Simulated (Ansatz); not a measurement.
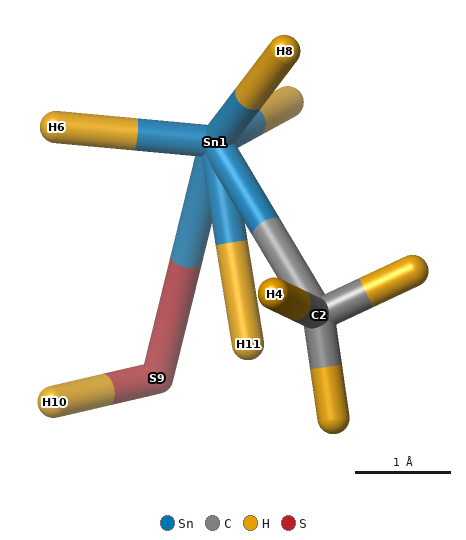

Fig. 1: The structure as given in the input (stick view, seen at a tilt; atoms are numbered from 1 in the order of the input). Sticks mark near contacts. Bond lengths as drawn: C–H 1.09 to 1.10 Å, C–Sn 2.43 Å, H–S 1.34 Å, H–Sn 1.69 to 2.16 Å and S–Sn 2.89 Å.

# CH8SSn: frequency calculation

The run: frequency calculation of CH8SSn. Method and program: RKS BHLYP-D4/def2-SVP (Ansatz 0.2.0).

It belongs to a series of runs on one base structure; here: vibrations at the highest image of the band. Figures and captions count atoms from 1; the log counts them from 0 in places.

## Log
```
Engine: ansatz 0.2.0, aarch64-unknown-linux-gnu
Functional definition: BHLYP
  parameter a = 0.5
  exchange = (1 - a)*b88_x + a*exact_x
  correlation = lyp_c
1145 factors; integrals over basis functions are off by at most 3.7e-4 eV
mean field evaluation 1: about -17821.2677 eV, gradient 3.3e1 eV
mean field evaluation 2: about -17821.9609 eV, gradient 2.8e1 eV
mean field evaluation 4: about -17824.0442 eV, gradient 1.2e0 eV
mean field evaluation 8: about -17824.0991 eV, gradient 1.4e-2 eV
mean field -17824.09909629 eV, -655.0235601804 hartree, gradient 7.3e-5 eV, S^2 0.000000; 0 other end points of the search recorded, 0 dependent functions left out
the calculation of the forces begins
reference -17824.09927779 eV, -655.0235668502 hartree; 26, 26 occupied and 72, 72 virtual orbitals, 1145 factors
these checks for a lower state are left out or cut short: stability, starts, cluster_reference, orbital_swaps, neighbouring_geometries, increment
1145 factors; integrals over basis functions are off by at most 3.7e-4 eV
mean field evaluation 16: about -17824.0482 eV, gradient 2.9e-1 eV
mean field -17824.09900324 eV, -655.0235567609 hartree, gradient 1.3e-6 eV, S^2 0.000000; 0 other end points of the search recorded, 0 dependent functions left out
[... from here on the field's lines of each further geometry are left out, up to the last ...]
the calculation of the forces begins
reference -17824.09927777 eV, -655.0235668498 hartree; 26, 26 occupied and 72, 72 virtual orbitals, 1145 factors
these checks for a lower state are left out or cut short: stability, starts, cluster_reference, orbital_swaps, neighbouring_geometries, increment
1145 factors; integrals over basis functions are off by at most 3.7e-4 eV
mean field -17824.09906359 eV, -655.0235589788 hartree, gradient 1.3e-6 eV, S^2 0.000000; 0 other end points of the search recorded, 0 dependent functions left out
the calculation of the forces begins
reference -17824.09924508 eV, -655.0235656485 hartree; 26, 26 occupied and 72, 72 virtual orbitals, 1145 factors
WARN: phonons: modes at or below zero, which the zero-point energy, F, S and C_V leave out: 1, the lowest at -1588.21 cm⁻¹. A minimum has none, and a first-order saddle one
Total energy: -17824.40949629 eV, -655.0349671698 hartree
Atom 0 at     0.192358     0.145932     0.036553 Å, force     0.000947     0.003698     0.000100 eV/Å
Atom 1 at    -0.008807     0.055979     2.454311 Å, force     0.014789     0.022144    -0.010634 eV/Å
Atom 2 at    -1.093677    -0.066774     2.424844 Å, force    -0.002287    -0.007271    -0.000831 eV/Å
Atom 3 at     0.483643    -0.914265     2.546632 Å, force    -0.008216    -0.011123     0.007643 eV/Å
Atom 4 at     0.220649     0.622691     3.364256 Å, force     0.005283    -0.004797    -0.006138 eV/Å
Atom 5 at     1.720623    -0.195917    -0.618030 Å, force    -0.002289     0.001063     0.003903 eV/Å
Atom 6 at    -0.864395     1.253177    -0.690566 Å, force     0.001667    -0.001005    -0.000560 eV/Å
Atom 7 at    -0.637514    -1.369002     0.124260 Å, force    -0.003072    -0.005140     0.000076 eV/Å
Atom 8 at     1.439292     2.484661     1.176179 Å, force    -0.012513     0.014332    -0.003850 eV/Å
Atom 9 at     2.642353     1.906937     1.315891 Å, force     0.015701    -0.007462     0.001474 eV/Å
Atom 10 at     0.628772     1.137981     1.902970 Å, force    -0.010009    -0.004439     0.008817 eV/Å
Dipole moment:    -0.157061    -0.579871     0.028182 e Å
Vibrations: -1588.21 161.45 185.38 202.69 277.28 295.52 403.68 458.14 542.15 553.68 623.32 701.18 722.47 787.44 808.55 1169.17 1335.04 1355.18 1475.97 1554.70 1893.14 1994.20 2024.46 2769.30 3115.13 3205.87 3247.97 cm⁻¹, zero-point energy 1.975258 eV
```

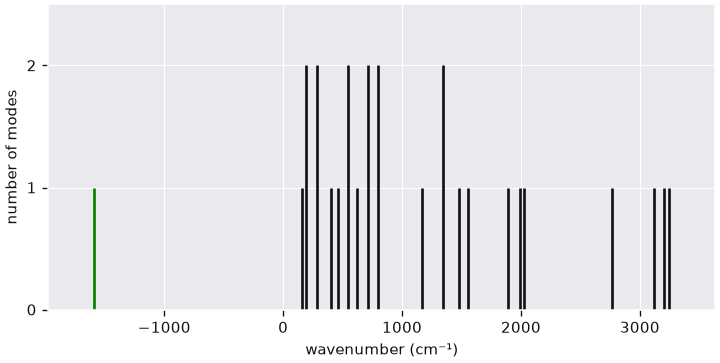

Fig. 2: Harmonic vibrational wavenumbers from the force constants; neighbouring modes closer than 22 cm⁻¹ are counted in one stick, and imaginary ones are drawn at negative wavenumbers. 27 modes from 1588i to 3248 cm⁻¹, 1 imaginary beyond 8i (1588i cm⁻¹): a first-order saddle point, if the geometry is stationary.

The run was set up as follows.

## Input
```yaml
crystal:
  periodic: [false, false, false]
  atoms:
    - { symbol: Sn, position_ang: [0.192358, 0.145932, 0.036553] }
    - { symbol: C, position_ang: [-0.008807, 0.055979, 2.454311] }
    - { symbol: H, position_ang: [-1.093677, -0.066774, 2.424844] }
    - { symbol: H, position_ang: [0.483643, -0.914265, 2.546632] }
    - { symbol: H, position_ang: [0.220649, 0.622691, 3.364256] }
    - { symbol: H, position_ang: [1.720623, -0.195917, -0.61803] }
    - { symbol: H, position_ang: [-0.864395, 1.253177, -0.690566] }
    - { symbol: H, position_ang: [-0.637514, -1.369002, 0.12426] }
    - { symbol: S, position_ang: [1.439292, 2.484661, 1.176179] }
    - { symbol: H, position_ang: [2.642353, 1.906937, 1.315891] }
    - { symbol: H, position_ang: [0.628772, 1.137981, 1.90297] }
basis:
  gaussian: { orbitals: def2-SVP }
hamiltonian:
  xc: { name: BHLYP }
  dispersion: d4
phonons: {}
```

Command:
```bash
ansatz run input.yaml --threads 2 --pin off --max-ram 3072MiB --backend cpu --events-out ev --progress --plain --runs-dir out
```

## Key numbers

| quantity | value |
| --- | --- |
| outcome | converged |
| total energy | −17824.4095 eV |
| mean-field energy | −17824.0993 eV |
| largest force (length of the vector) | 0.029 eV/Å |
| hardware | 2 threads of Arm Neoverse V2, 24 GiB of memory available, shared host |
| wall time | 2 min (CPU time 3.7 min) |
| peak memory | 0.22 GiB |
